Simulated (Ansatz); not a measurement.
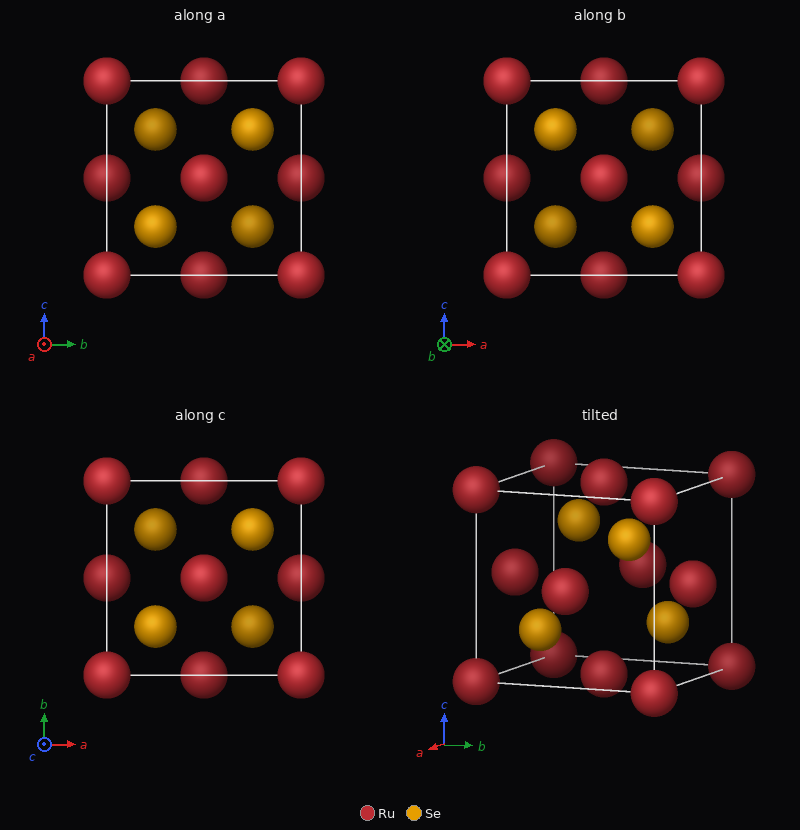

Crystal structure, spheres-only style, seen along the a axis, along the b axis, along the c axis and slightly off an axis. The parallelepiped is the conventional unit cell.

Lattice parameters: a = 5.5010 Å, b = 5.5010 Å, c = 5.5010 Å, α = 90.000°, β = 90.000°, γ = 90.000°.

> Write down what is shown as a CIF in P1 with every atom of the cell.

```cif
data_structure
_symmetry_space_group_name_H-M 'P 1'
_symmetry_Int_Tables_number 1
_cell_length_a 5.5010
_cell_length_b 5.5010
_cell_length_c 5.5010
_cell_angle_alpha 90.000
_cell_angle_beta 90.000
_cell_angle_gamma 90.000
_cell_volume 166.47
loop_
_atom_site_label
_atom_site_type_symbol
_atom_site_fract_x
_atom_site_fract_y
_atom_site_fract_z
_atom_site_occupancy
Ru1 Ru 0.0000 0.0000 0.0000 1
Se1 Se 0.2500 0.2500 0.7500 1
Ru2 Ru 0.0000 0.5000 0.5000 1
Se2 Se 0.2500 0.7500 0.2500 1
Ru3 Ru 0.5000 0.0000 0.5000 1
Se3 Se 0.7500 0.2500 0.2500 1
Ru4 Ru 0.5000 0.5000 0.0000 1
Se4 Se 0.7500 0.7500 0.7500 1
```

The model was built from a structure type filled with these elements by a generator (whether the compound takes this form wasn't checked). The cell was then strained or its atoms displaced on purpose. Ansatz was used for an electronic-structure calculation on it.
